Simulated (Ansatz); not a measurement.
Consider Pd₄Pt.

```xyz
5
Lattice="2.7564 0.0000 0.0000 -1.3782 2.3871 0.0000 0.0000 0.0000 11.9147" Properties=species:S:1:pos:R:3 pbc="T T T"
Pd    0.0000    0.0000    1.2970
Pd    0.0000    0.0000   10.6177
Pd    0.0000    1.5914    8.3002
Pd    1.3782    0.7957    3.6146
Pt    0.0000    0.0000    5.9574
```

Space group P-3m1; a generated structure, not necessarily the stable one.

Method: DFT PBE, scalar-relativistic, plane waves, PAW (Ansatz).

Question: Predict the valence pseudo-density and electron localisation function between the atoms.

Answer: Pd–Pd (2.59 Å): ρ at the midpoint is about 0.38 e/Å³; the ELF is about 0.25 at the midpoint (no localised pair shows between them).
Pt–Pt (2.76 Å): ρ is about 0.39 e/Å³ halfway; the ELF is about 0.30 at the midpoint (no shared electron pair shows on this line).
Pd–Pd (2.76 Å): ρ is about 0.29 e/Å³ halfway; the ELF is about 0.20 at the midpoint; no shared electron pair shows on this line.

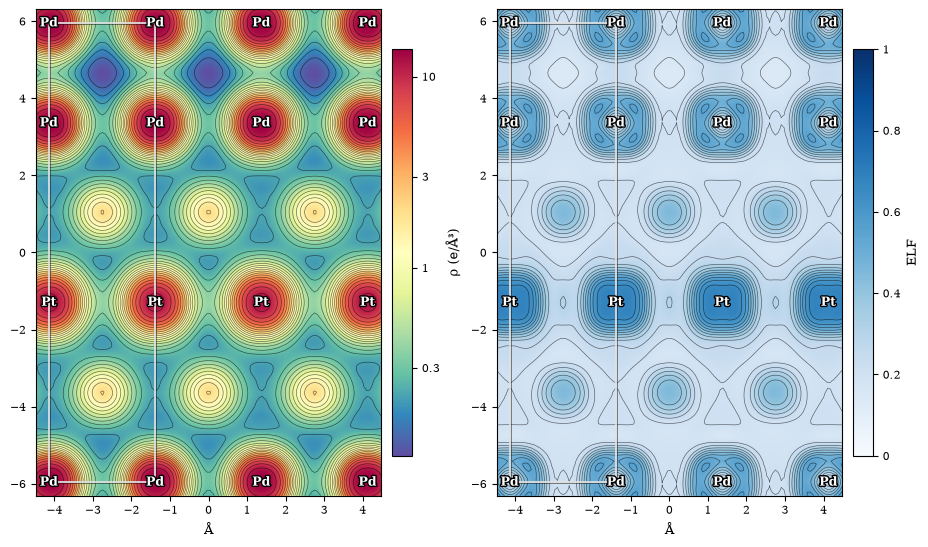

Computed valence pseudo-density and electron localisation function on the (100) plane of the conventional cell, in this order. Atoms just off the plane (Pd, 0.8 Å away) can leave unmarked features too.
